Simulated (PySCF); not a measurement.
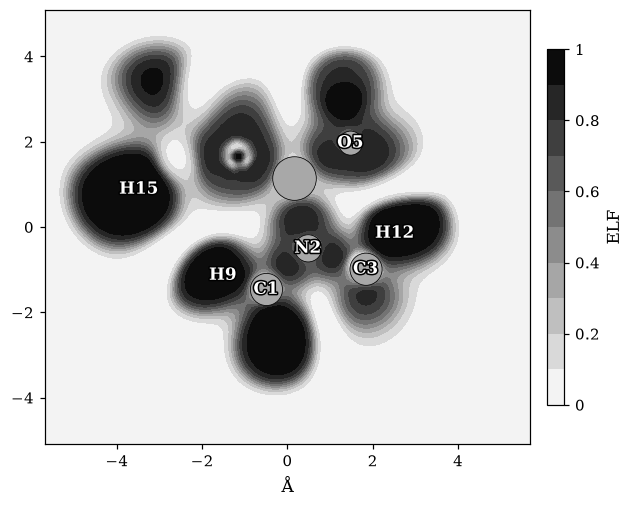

The picture shows: C$_{2}$H$_{10}$NO$_{2}$Si$_{2}$ (doublet). Electron localisation function on the plane of atoms N2, C1 and H9. Grey discs cover the atomic cores.

Geometry: GFN2-xTB.

The calculation used UKS B3LYP, pcH-1 on C H N O Si, non-relativistic, mean-field spin-orbit, GIAO (PySCF 2.14.0, density-fitted response routines).

```json
{"atom": "C", "x (Å)": "-0.7869", "y (Å)": "-1.6211", "z (Å)": "0.2470"}
{"atom": "N", "x (Å)": "-1.0280", "y (Å)": "-0.2687", "z (Å)": "0.2609"}
{"atom": "C", "x (Å)": "-2.3783", "y (Å)": "0.1190", "z (Å)": "0.5973"}
{"atom": "Si", "x (Å)": "0.0680", "y (Å)": "0.8691", "z (Å)": "-0.4401"}
{"atom": "O", "x (Å)": "-0.4317", "y (Å)": "2.3190", "z (Å)": "0.0944"}
{"atom": "O", "x (Å)": "1.5794", "y (Å)": "0.5974", "z (Å)": "0.0759"}
{"atom": "Si", "x (Å)": "2.7689", "y (Å)": "-0.3949", "z (Å)": "0.5494"}
{"atom": "H", "x (Å)": "-1.4676", "y (Å)": "-2.2618", "z (Å)": "0.7733"}
{"atom": "H", "x (Å)": "0.2179", "y (Å)": "-1.9416", "z (Å)": "0.0604"}
{"atom": "H", "x (Å)": "-2.6699", "y (Å)": "-0.3312", "z (Å)": "1.5486"}
{"atom": "H", "x (Å)": "-3.0827", "y (Å)": "-0.2112", "z (Å)": "-0.1713"}
{"atom": "H", "x (Å)": "-2.4290", "y (Å)": "1.2000", "z (Å)": "0.6794"}
{"atom": "H", "x (Å)": "0.1308", "y (Å)": "0.8527", "z (Å)": "-1.8984"}
{"atom": "H", "x (Å)": "0.2207", "y (Å)": "2.9952", "z (Å)": "0.2515"}
{"atom": "H", "x (Å)": "2.9405", "y (Å)": "-1.4353", "z (Å)": "-0.4645"}
{"atom": "H", "x (Å)": "2.4155", "y (Å)": "-0.9695", "z (Å)": "1.8463"}
{"atom": "H", "x (Å)": "3.9255", "y (Å)": "0.4949", "z (Å)": "0.6295"}
```

What do the fields say about this system?

Answer.
- The plane passes through C, N, O and H nuclei.
- C–N (1.37 Å): the ELF peaks at about 0.90 between the atoms, as expected for localised, covalent bonding.
- C–N (1.44 Å): the ELF peaks at about 0.85 between the atoms (a shared electron pair).
- C–H (1.07 Å): the ELF climbs to about 1 towards the hydrogen, as it does in any bond to H; an ordinary covalent bond to hydrogen.
- The ELF also peaks beside O5 and O6, away from the bonds: non-bonding electrons, paired or unpaired.
